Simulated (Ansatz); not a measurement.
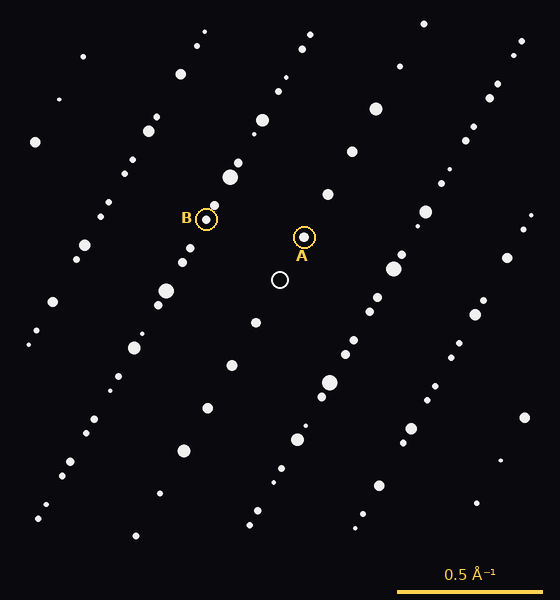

Simulated selected-area electron diffraction pattern (120 kV, kinematic approximation, thin crystal, B = 1 Å² for all atoms). Two individuals of a reflection twin are superposed (a geometric construction: whether this twin forms is not tested). Crystal: KNaF₂, space group R-3m (No. 166), a = 3.567 Å, c = 17.718 Å (hexagonal axes), zone axis [100]. Structure: the end point of a relaxation with DFT PBE, scalar-relativistic, plane waves, PAW (Ansatz 0.2.0); the starting structure was generated, so it need not be a known form of this composition.

In the first individual spot A is 0 0 -3 and spot B is 0 1 -1.

Question: Find the twin plane.

Answer: (001). The spot positions of the combined pattern are mirror-symmetric about the row through 0 0 3 (d = 5.906 Å), which both individuals share, while a single individual has only symmetry 2 without that mirror line. Friedel's law adds the mirror line at right angles, so a twin on (010) would give the same picture; the more widely spaced plane was used.

Question: Which other reflections coincide?

Answer: Off the common row, 0 3 0 and their kin fall on spots of the second individual; about 22 % of the first individual's visible spots are shared.
